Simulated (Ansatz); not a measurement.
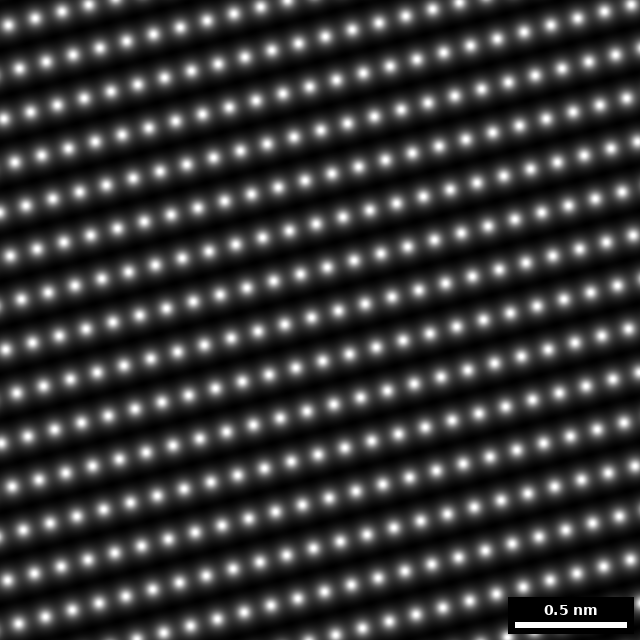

Map of the projected electrostatic potential of Co. Computed as the sum of neutral-atom potentials (tabulated electron scattering factors, B = 0.3 Å²) projected along the beam and smoothed by 0.25 Å; brighter is more positive. The display is stretched by a gamma of 0.7; percentages refer to the linear signal.

Question: Give the net of the columns and its spacings.

Answer: The pattern repeats on a rectangular net of 1.2 × 2.0 Å.

Question: Which plane group does this projection have?

Answer: p2mm: mirror lines in two perpendicular directions, with twofold points where they cross.

Question: How many columns does the smallest repeating cell hold, and how many levels of brightness?

Answer: 1 column in the primitive cell of 2.5 Å², all of one brightness.

The crystal is Co (P6_3/mmc, No. 194) seen along [210]. Structure used: the input geometry of a calculation; the starting structure was generated, so it need not be a known form of this composition.
